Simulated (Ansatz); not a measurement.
## Electronic structure of ClH$_{6}$NOSSi$_{2}$ (SMILES N[SiH](O)[SiH](S)Cl) in real space

```xyz
12

N    -1.5921    0.3565    0.3217
Si   -0.0446    1.0262   -0.0840
O     0.7782    1.8567    1.1051
Si    1.1822   -0.9054   -0.5641
S    -0.0652   -2.2584   -1.6394
Cl    1.6136   -1.5631    1.3976
H    -1.6534   -0.3012    1.0938
H    -2.4195    0.9439    0.2919
H    -0.2687    1.9833   -1.1965
H     1.2321    1.2928    1.7427
H     2.4935   -0.8461   -1.2645
H    -1.1790   -1.6402   -1.1704
```

Level of theory: Ansatz, RKS PBE0-D4/def2-SVP.

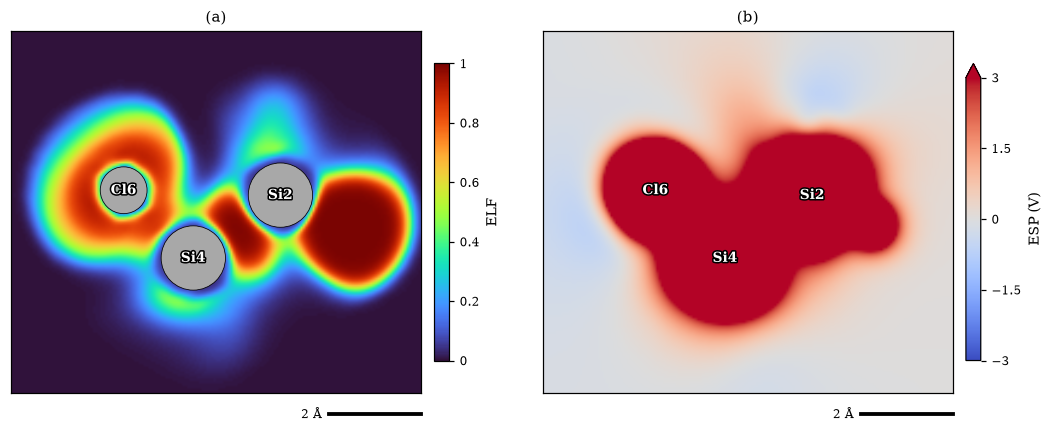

Figure 1. (a) ELF; (b) electrostatic potential on the plane of atoms Si2, Si4 and Cl6. Grey discs cover the atomic cores in the ELF map.

Read the bonding off the picture.

Answer. Atoms in the plane: Si and Cl. Si–Cl (2.11 Å): the ELF peaks at about 0.85 between the atoms; a shared but strongly polarised pair. Si–Si (2.34 Å): the ELF peaks at about 1 between the atoms (a shared electron pair). The ELF also peaks beside Cl6, away from the bonds: lone-pair regions. Outside the dense part of the molecule the potential is most negative (−0.6 V) near O3, which lies off the plane.

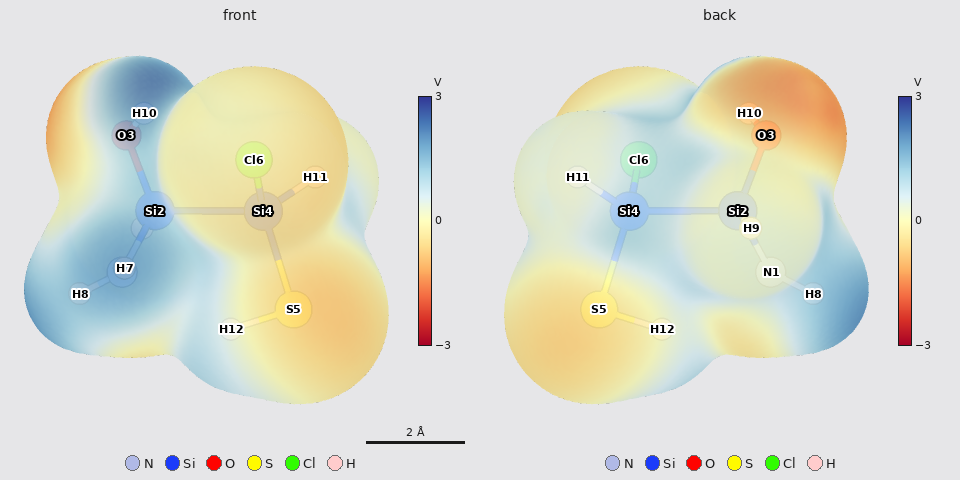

Figure 2. The molecular electrostatic potential painted on the density surface at 0.002 e/bohr³, seen from the front and from behind; red is negative and blue positive.

Describe the electrostatic potential map.

Answer. The most negative region (about −1.4 V) lies over O3, the most positive (about +2.1 V) over H10. O3 is the likeliest acceptor of a hydrogen bond.

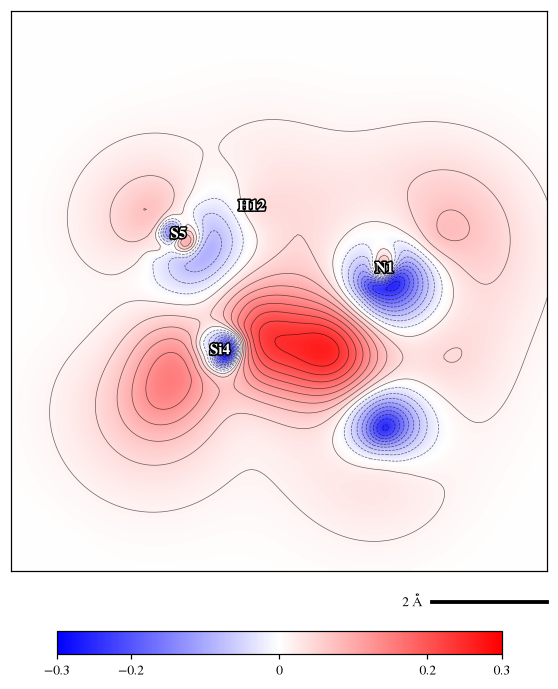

Figure 3. The LUMO on the plane of atoms Si4, S5 and H12 (values in Å⁻³ᐟ²; the overall sign is arbitrary).

Where does this orbital lie, and at what energy?

Answer. Its weight (Hirshfeld) is mainly on Si4 (about 35 %), Si2 (about 20 %), Cl6 (about 15 %) and S5 (about 10 %). Its energy is −0.29 eV.
